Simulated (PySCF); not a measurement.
NMR shielding calculation, with input and output: C₇H₁₈AlP

System: C₇H₁₈AlP.
Method: GIAO PBE0/pcSseg-1 NMR shielding, non-relativistic, IEF-PCM chloroform (PySCF 2.14.0).

The geometry comes from this level: PBE0-D3(BJ)/def2-SVP. It belongs to a series of runs on one base structure; here: solvent chloroform. Figures and captions count atoms from 1; the log counts them from 0 in places.

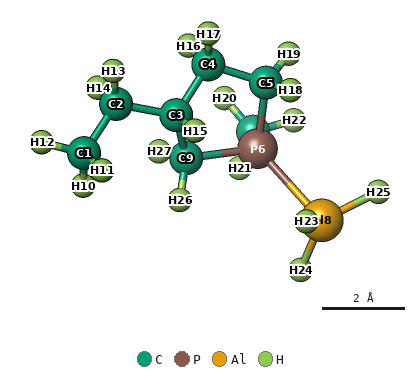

The structure as given in the input (ball-and-stick view, seen at a tilt; atoms are numbered from 1 in the order of the input). Sticks mark near contacts. Bond lengths as drawn: Al–H 1.61 Å, Al–P 2.45 Å, C–C 1.52 to 1.54 Å, C–H 1.10 to 1.11 Å and C–P 1.83 to 1.85 Å.

### Input
```
{"job": {"kind": "nmr", "xc": "PBE0", "basis": "pcSseg-1", "solvent": "chloroform", "pop": true}, "charge": 0, "multiplicity": 1}
C      3.264455     0.719169    -0.630966
C      2.475636    -0.546359    -0.335400
C      1.121960    -0.303824     0.321710
C      0.374564    -1.593252     0.672879
C     -1.006492    -1.199665     1.190276
P     -1.533367     0.229233     0.138980
C     -2.473253    -0.510081    -1.243518
Al    -2.578551     2.100049     1.328031
C      0.163198     0.536633    -0.537653
H      2.746393     1.364279    -1.357267
H      3.424882     1.312115     0.283647
H      4.253638     0.482743    -1.050587
H      3.068377    -1.204688     0.322643
H      2.317923    -1.117839    -1.268691
H      1.287847     0.249262     1.265735
H      0.280370    -2.218083    -0.233694
H      0.930120    -2.192200     1.412064
H     -0.956242    -0.842914     2.231011
H     -1.752042    -2.007466     1.153959
H     -1.939347    -1.364378    -1.685882
H     -2.637119     0.257157    -2.014335
H     -3.455544    -0.839486    -0.874948
H     -1.337215     2.410919     2.308263
H     -2.838344     3.121411     0.112725
H     -3.857158     1.355211     1.960305
H      0.397069     1.610273    -0.519569
H      0.190304     0.203480    -1.589301
```

The first line tells a small driver script what to run in PySCF; the rest is the geometry in Å.

Run on 1 CPU thread, shared host.

Command:
```bash
OMP_NUM_THREADS=1 python <driver script> task.json out
```

### Log
```
coarse grid: 22016 points
cycle   1  E = -860.6281217301  dE =  5.436e-01  |g| = 4.471e-01  |ddm| = 4.446e+00
cycle   2  E = -860.6250609984  dE =  3.061e-03  |g| = 4.756e-01  |ddm| = 7.997e-01
cycle   3  E = -860.6829930636  dE = -5.793e-02  |g| = 4.454e-02  |ddm| = 4.354e-01
cycle   4  E = -860.6834634298  dE = -4.704e-04  |g| = 1.999e-02  |ddm| = 7.323e-02
cycle   5  E = -860.6835590843  dE = -9.565e-05  |g| = 5.707e-03  |ddm| = 2.426e-02
cycle   6  E = -860.6835674304  dE = -8.346e-06  |g| = 9.339e-04  |ddm| = 6.487e-03
final grid: 198968 points
cycle   7  E = -860.7396543398  dE = -5.813e-05  |g| = 9.993e-03  |ddm| = 4.555e-02
cycle   8  E = -860.7396433687  dE =  1.097e-05  |g| = 1.202e-02  |ddm| = 1.874e-02
cycle   9  E = -860.7396806412  dE = -3.727e-05  |g| = 5.655e-04  |ddm| = 1.041e-02
cycle  10  E = -860.7396807067  dE = -6.549e-08  |g| = 2.490e-04  |ddm| = 8.495e-04
cycle  11  E = -860.7396807217  dE = -1.500e-08  |g| = 5.414e-05  |ddm| = 2.513e-04
cycle  12  E = -860.7396807224  dE = -7.371e-10  |g| = 1.040e-05  |ddm| = 7.304e-05
```

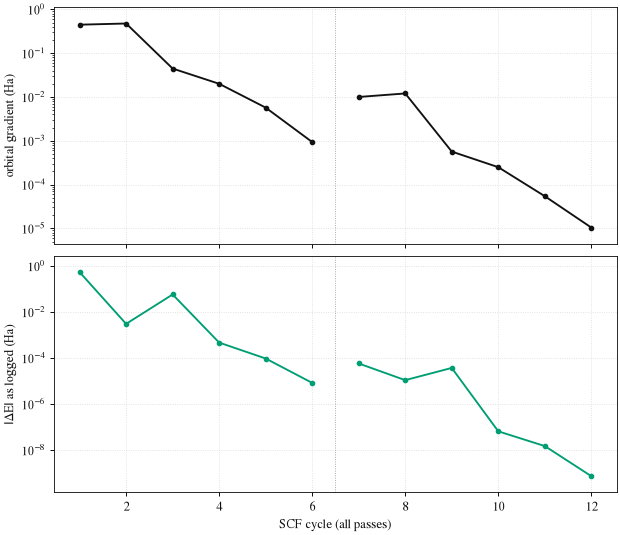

Convergence of the self-consistent field: orbital gradient and size of the energy change against the SCF cycle. The dotted line marks the change from a coarse to the final integration grid. The first 6 cycles use a coarse grid, the final grid takes over at cycle 7, and the field converges after 12 cycles in all.

```
converged SCF energy = -860.7396807224

GIAO shielding tensors (ppm)
atom      isotropic    diamagn.    paramagn.     s11        s22        s33       span
  0 C      169.941     245.853     -75.913    158.775    165.517    185.531     26.756
  1 C      153.469     246.105     -92.636    139.147    149.712    171.548     32.401
  2 C      137.640     252.057    -114.417    108.906    136.115    167.899     58.994
  3 C      148.105     251.046    -102.941    118.494    152.150    173.671     55.177
  4 C      157.804     256.000     -98.196    135.844    164.119    173.449     37.605
  5 P      341.540     970.319    -628.779    265.410    351.218    407.992    142.582
  6 C      172.857     253.870     -81.013    159.853    171.192    187.525     27.672
  7 Al     460.388     794.775    -334.386    443.782    466.936    470.448     26.666
  8 C      151.759     256.777    -105.019    126.641    155.424    173.212     46.571
  9 H       30.190      30.148       0.042     25.054     30.474     35.041      9.987
 10 H       30.380      29.205       1.175     26.056     28.492     36.594     10.538
 11 H       30.077      26.117       3.960     25.161     26.912     38.157     12.995
 12 H       29.514      30.477      -0.963     23.435     29.361     35.747     12.311
 13 H       30.248      31.722      -1.474     25.604     30.328     34.811      9.207
 14 H       29.748      35.653      -5.905     26.304     28.749     34.190      7.886
 15 H       29.945      33.668      -3.723     25.646     29.137     35.051      9.405
 16 H       29.311      32.052      -2.741     23.653     27.793     36.489     12.836
 17 H       29.351      32.864      -3.514     24.009     27.666     36.377     12.369
 18 H       29.561      32.030      -2.469     24.759     27.067     36.857     12.098
 19 H       29.868      32.182      -2.314     24.378     29.283     35.942     11.564
 20 H       29.932      30.207      -0.274     25.275     27.069     37.453     12.179
 21 H       29.960      29.133       0.826     24.942     26.759     38.177     13.235
 22 H       27.979      30.177      -2.198     24.421     27.879     31.637      7.217
 23 H       27.872      29.388      -1.516     24.736     26.612     32.269      7.532
 24 H       27.899      29.226      -1.327     24.640     26.637     32.420      7.780
 25 H       28.971      34.752      -5.781     23.077     29.553     34.283     11.206
 26 H       30.368      35.423      -5.055     24.875     30.850     35.380     10.505
```

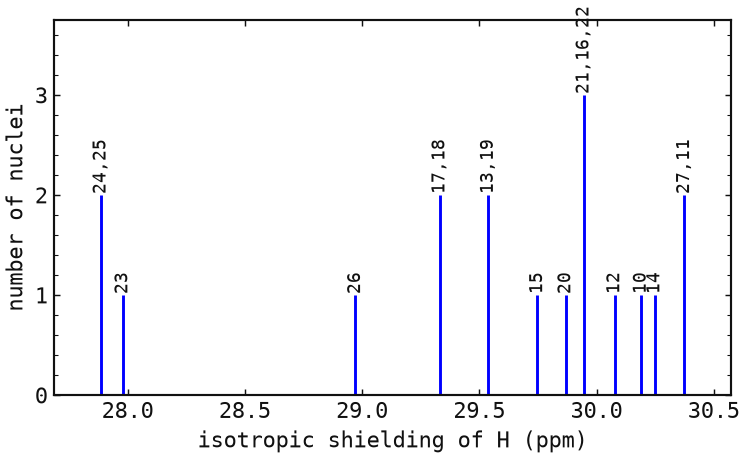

Isotropic shieldings of the hydrogen nuclei in this fixed geometry, labelled by atom number; shielding grows to the right, so chemical shift grows to the left. The least shielded is H24 (27.9 ppm), the most shielded H11 (30.4 ppm).

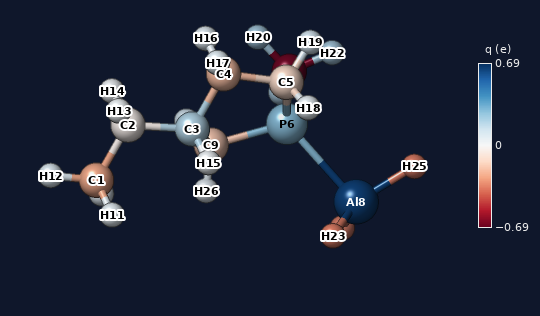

ESP-fitted charges, as the colour of each atom (ball-and-stick view, seen at a tilt; atoms are numbered from 1 in the order of the input). By element: C −0.65 to +0.19, P +0.28, Al +0.64 and H −0.35 to +0.21 e.

### Summary

| quantity | value |
| --- | --- |
| outcome | converged |
| total energy | −860.739681 hartree |
| HOMO | −7.64 eV |
| LUMO | 0.63 eV |
| dipole moment | 7.59 D |
| isotropic shielding, C | 137.6 to 172.9 ppm |
| isotropic shielding, P | 341.5 ppm |
| isotropic shielding, Al | 460.4 ppm |
| isotropic shielding, H | 27.9 to 30.4 ppm |
| wall time | 72 s |
| peak memory | 1.5 GiB |
